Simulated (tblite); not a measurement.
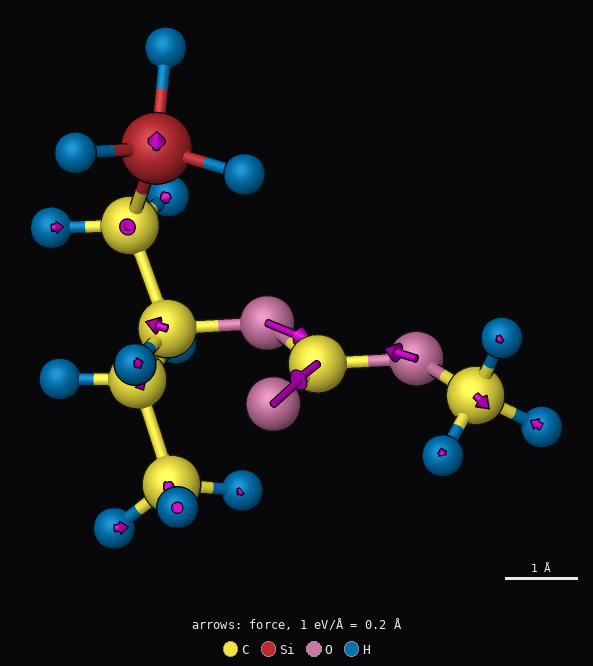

Starting geometry of C6H14O3Si with the computed forces as purple arrows. Style: ball-and-stick. Shown at a tilt.

Level of theory: tblite 0.8.0, GFN2-xTB geometry optimisation, gas phase. 

Question: What follows when this structure is relaxed?

Answer: It isn't relaxed: the largest force vector, on an O atom, is 4.85 eV/Å. The final displacements have little in common with the starting forces (cosine between the two patterns 0.12). After 191 geometry steps the energy has fallen by 100.9 kJ/mol. An H atom moves most after the best rigid fit: 1.31 Å. By element the largest moves are H 1.31 Å, Si 0.38 Å, O 0.36 Å, C 0.26 Å. Some distances before and after: C–O 1.412 → 1.323 Å, C–O 1.275 → 1.200 Å, C–Si 1.840 → 1.907 Å, C–O 1.393 → 1.440 Å. Among the angles between lasting bonds that change: O–C–O 116.9° → 108.5°, O–C–H 115.8° → 107.7°, C–O–C 123.5° → 115.5°. Groups turn about C–C by about 35°, C–Si by about 30°, C–O by about 25°.
